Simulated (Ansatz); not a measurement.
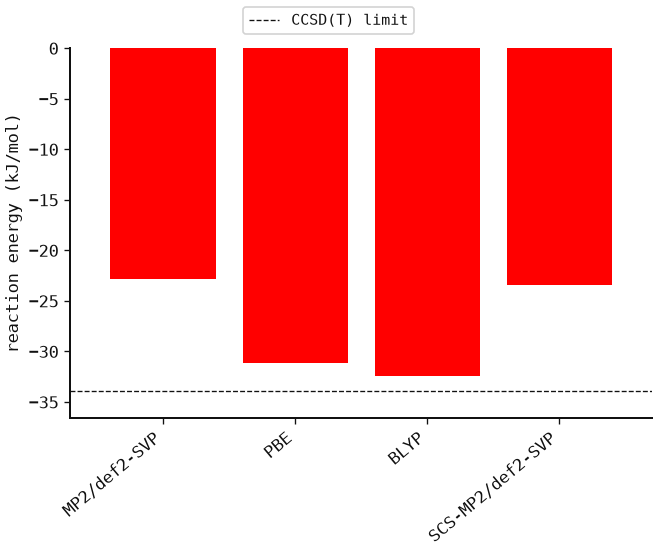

Electronic reaction energy of Si₂NH₅S (N[SiH]1[SiH2]S1) + InHOF₂ ([OH][In]([F])[F]) → Si₂H₄SO (O[SiH]1[SiH2]S1) + InNH₂F₂ ([NH2][In]([F])[F]) (SMILES in brackets) at several levels (functionals in def2-TZVPP unless a basis is named), isolated molecules at PBE0-D4 triple-zeta geometries, minima by their frequencies, no zero-point or thermal terms, the Ansatz code 0.2.0. The line is frozen-core CCSD(T) at the basis limit (MP2 extrapolated from triple and quadruple zeta, plus CCSD(T) less MP2 in a smaller set). The distance of MP2/def2-SVP and SCS-MP2/def2-SVP to the limit includes basis error. Core potentials past Kr.

> Which level comes closest to the line (CCSD(T) limit), and which misses most?

Closest BLYP (−32.4 kJ/mol), against −33.9 kJ/mol; farthest MP2/def2-SVP (−22.9 kJ/mol).

> What do zero-point energy and temperature add?

Zero-point change 0.7 kJ/mol; at 298.15 K and 1 bar the CCSD(T) limit plus thermal terms gives an enthalpy of reaction of −33.6 and a free energy of −32.6 kJ/mol (harmonic PBE0-D4 modes, ideal gas).

Caveats: outer-core shells are correlated without core-valence functions, which makes the correlated values less sure; spin-orbit coupling is left out, and with In it can shift these values.
